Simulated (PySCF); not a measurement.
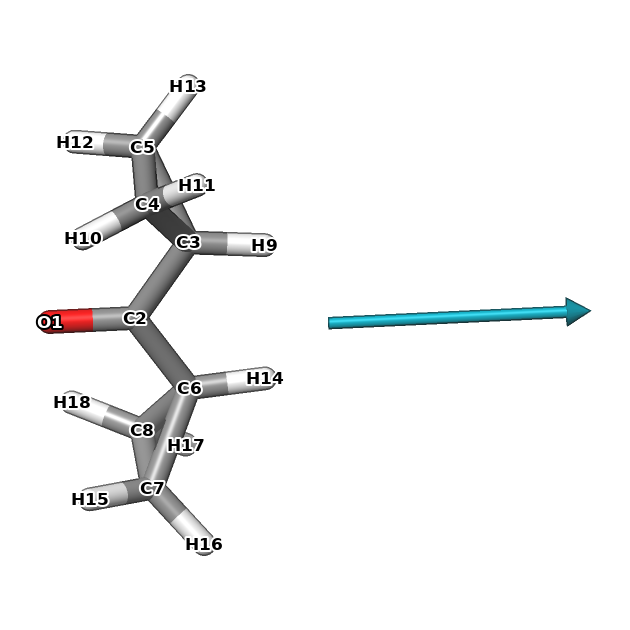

The arrow beside the molecule shows the direction of the dipole moment, from the negative to the positive end (its length means nothing). Computed geometry: PBE0-D3(BJ)/def2-SVP optimisation. No frequency run is at hand to confirm it as a minimum. Properties computed with B3LYP/pcJ-1, gas phase (PySCF 2.14.0).

### How large is the dipole moment?

2.70 D; it points from the side of O1 to the side of H9, H14 (the outermost atoms at the two ends).
